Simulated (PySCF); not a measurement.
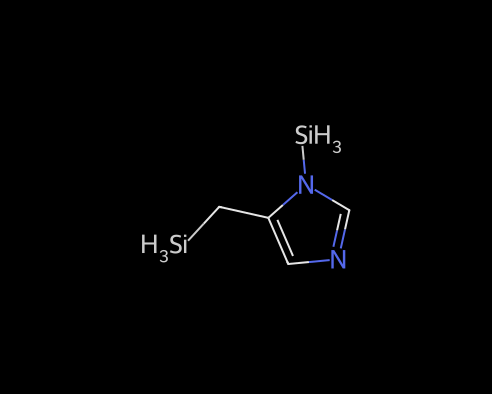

The computed structure is the end point of a GFN2-xTB optimisation. No frequency run is at hand to confirm it as a minimum. Method: PBE0/def2-SVPD, gas phase (PySCF 2.14.0). Excitations: vertical, linear response.

What does the calculation give?

The species is C4H10N2Si2 (`[SiH3]Cc1cncn1[SiH3]`).
- dipole moment: 3.58 D
- HOMO energy (Kohn–Sham orbital): −6.32 eV
- LUMO energy (Kohn–Sham orbital): −0.09 eV
- HOMO–LUMO gap: 6.23 eV
- mean static polarisability: 110.5 bohr³
- lowest vertical singlet excitation: 5.21 eV
- its oscillator strength: 0.002
- brightest of the 6 lowest singlets: 5.84 eV
- its oscillator strength: 0.13

The geometry is semi-empirical. Around Si such bond lengths and angles can be off by a tenth of an ångström or more and by several degrees, and values that hang on the shape move with them.
